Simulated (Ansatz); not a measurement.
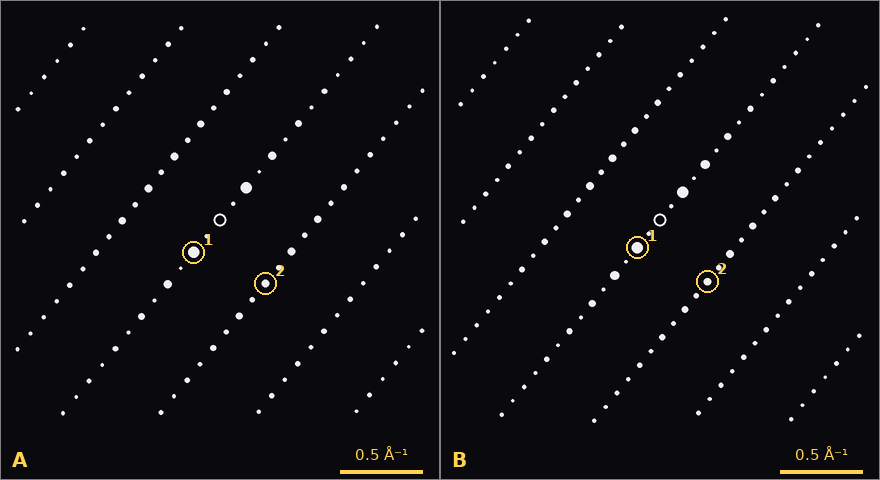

Kinematic electron diffraction patterns (120 kV, B = 0.5 Å², same scale) along [110] of the run's own cell, for the start and the end of one relaxation of ZnC2 with DFT PBE, scalar-relativistic, plane waves, PAW (Ansatz 0.2.0). k mesh 24×24×6. The start is a generated model structure, and the relaxation ends in the nearest stationary point of its symmetry, not necessarily the ground state. Spot 1 is 0 0 -2 and spot 2 is -1 1 -1 in both.

Start structure:

```
CELL_PARAMETERS angstrom
2.49226 0.00000 0.00000
-1.24613 2.15836 0.00000
0.00000 0.00000 7.85801
ATOMIC_POSITIONS crystal
Zn 0.00000 0.00000 0.00000
C 0.33333 0.66667 0.50000
C 0.66667 0.33333 0.50000
```

> Which pattern belongs to the start structure, and which to the relaxed one?

A is the start: its cell gives d(1) = 3.929 Å, d(2) = 2.081 Å and an angle of 74.6°. B is the relaxed structure, with d(1) = 4.543 Å (+15.6 %), d(2) = 2.092 Å (+0.5 %) and 76.7°.

> What did the relaxation do to the structure and the energy?

The volume changed by +14.7 % to 16.17 Å³ an atom; the fractional coordinates hardly changed; the space group stayed P6/mmm (No. 191); the free energy fell by 5.3 meV an atom. Relaxed cell: a = 2.482 Å, b = 2.482 Å, c = 9.087 Å, α = 90.00°, β = 90.00°, γ = 120.00°.
